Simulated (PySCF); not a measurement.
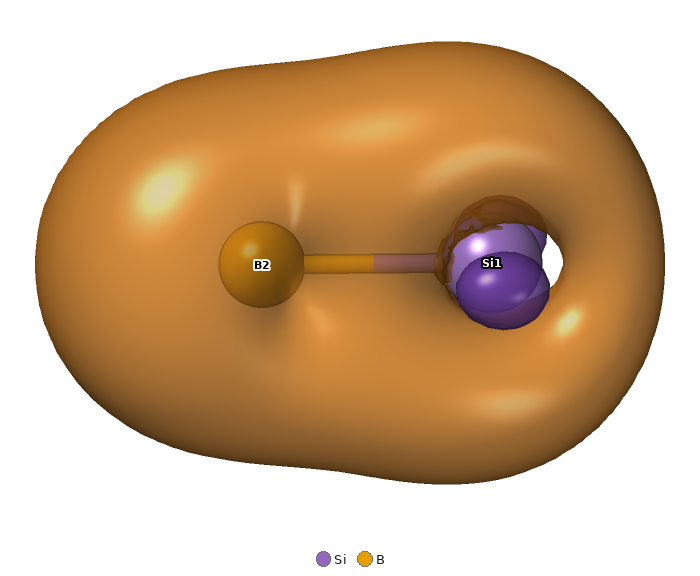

Figure. SiB (charge −1, triplet). Isosurfaces of the spin density (α minus β) at +0.02 (orange) and −0.02 e/Å³ (purple), seen from one side.

Computed with PBE0/def2-SVPD, non-relativistic Hamiltonian with scalar-relativistic core potentials where named, at a bond length of 1.859 Å in PySCF.

```yaml
atoms:
  - { symbol: Si, position_ang: [0.0000, 0.0000, -0.5250] }
  - { symbol: B, position_ang: [0.0000, 0.0000, 1.3340] }
```

Which atoms carry the spin?

The unpaired spin (2 electrons) lies mostly on B2 (about 1.3) and Si1 (about 0.7), in electrons by Hirshfeld's partition.
